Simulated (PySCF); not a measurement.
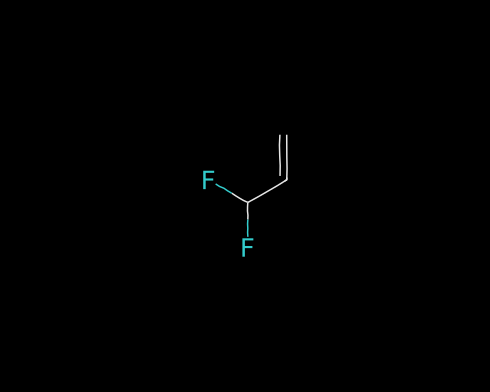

2D structure.

Give its SMILES.

Answer. C=CC(F)F

What is the molecular formula?

Answer. C3H4F2.

An optimisation with GFN2-xTB gave a structure of which point group?

Answer. C1. Other conformers may differ.

More results for the same structure follow; atom numbers are the same in all pictures, views and colours differ. The computed structure is the end point of a GFN2-xTB optimisation. No frequency run is at hand to confirm it as a minimum.

**Geometry**

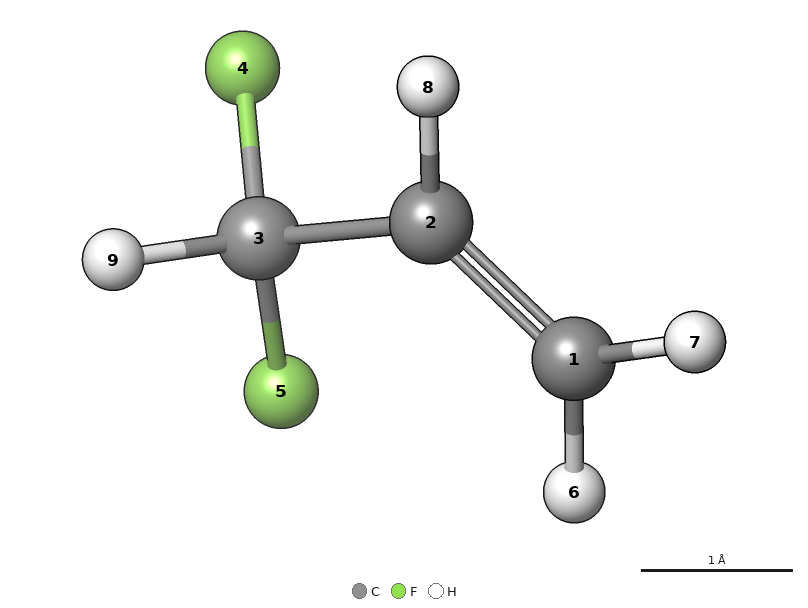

No frequency run is at hand to confirm it as a minimum.

Estimate the angles C2–C1–H6, C2–C1–H7, C1–C2–C3, C1–C2–H8, C3–C2–H8, C2–C3–F4, C2–C3–F5, C2–C3–H9, F4–C3–F5, F4–C3–H9, F5–C3–H9.

```tsv
angle	degrees
C2–C1–H6	121.5
C2–C1–H7	121.5
C1–C2–C3	123.7
C1–C2–H8	122.9
C3–C2–H8	113.3
C2–C3–F4	110.6
C2–C3–F5	112.5
C2–C3–H9	112.5
F4–C3–F5	106.3
F4–C3–H9	107.0
F5–C3–H9	107.5
```

**Dipole moment**

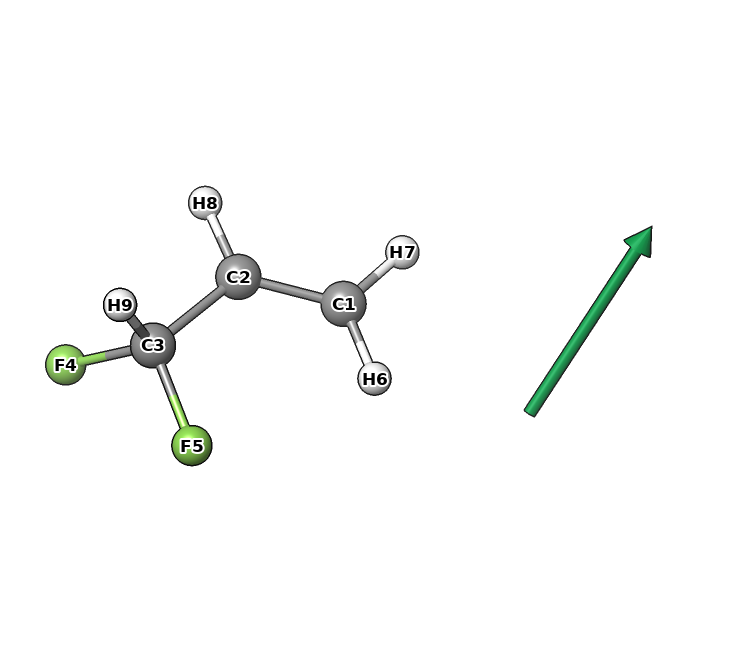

The arrow beside the molecule shows the direction of the dipole moment, from the negative to the positive end (its length means nothing). No frequency run is at hand to confirm it as a minimum. Properties computed with CAM-B3LYP/def2-SVPD, gas phase (PySCF 2.14.0).

Estimate the dipole moment.

Answer. 2.33 D; it points from the side of F4 to the side of H7 (the outermost atoms at the two ends).

**Excitation**

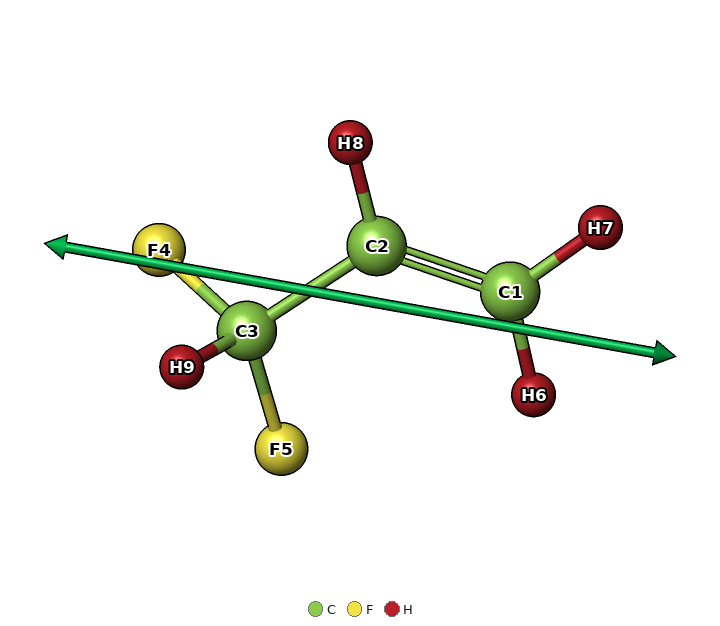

The double arrow shows the direction of the transition dipole to excited singlet state 1 (its length means nothing). No frequency run is at hand to confirm it as a minimum. Method: TDDFT CAM-B3LYP/def2-SVPD, vertical, gas phase, core orbitals frozen in the response (PySCF 2.14.0).

How is the transition polarised?

Answer. Close to the long direction C1···F4.

Where does the transition lie, and how strong is it?

Answer. 7.67 eV (162 nm), oscillator strength 0.35, mainly HOMO → LUMO (weight 0.85); transition dipole 3.45 D.

**Core levels**

No frequency run is at hand to confirm it as a minimum. Level of theory: delta-SCF UKS SCAN, pcX-2 on the ionised atom, pcseg-1 elsewhere, spin-free X2C (PySCF 2.14.0).

Give the core-electron binding energies (to vacuum) of C1 1s, C2 1s, C3 1s, F4 1s.

```json
{"atom": "C1", "level": "1s", "binding energy (eV)": "291.1"}
{"atom": "C2", "level": "1s", "binding energy (eV)": "291.3"}
{"atom": "C3", "level": "1s", "binding energy (eV)": "295.8"}
{"atom": "F4", "level": "1s", "binding energy (eV)": "693.0"}
```

**Polarisability**

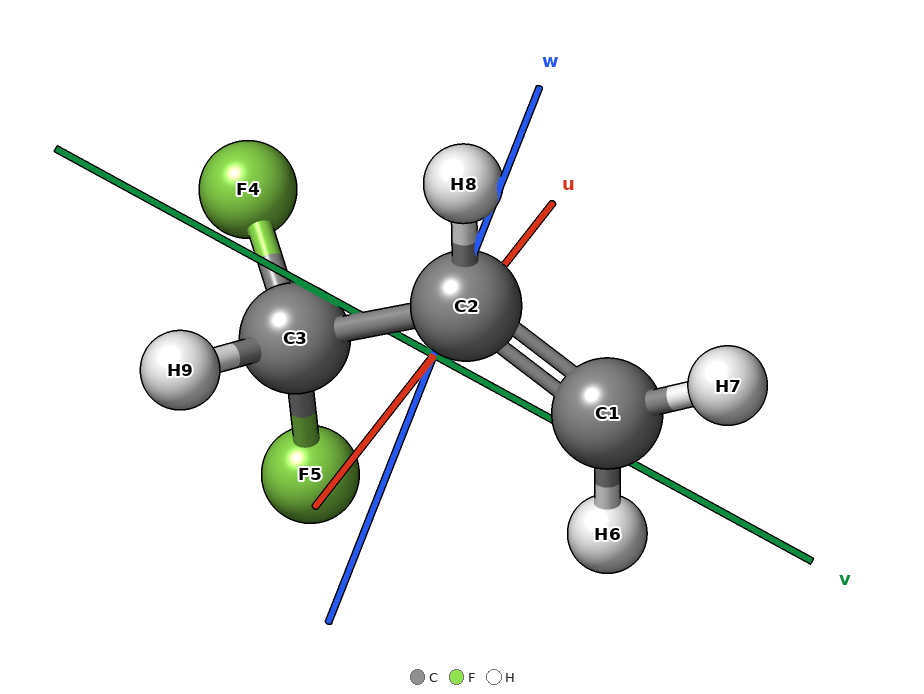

The lines u, v and w are the principal axes of the static dipole polarisability. No frequency run is at hand to confirm it as a minimum. Method: CAM-B3LYP/def2-SVPD (PySCF 2.14.0).

Along which axis is the molecule most polarisable, and along which least?

Answer. Most along v (close to the long direction C1···F4), least along u.

Give the three principal values.

Answer. u 31.6, v 49.8, w 36.8 bohr³; mean 39.4, anisotropy 16.2 bohr³.
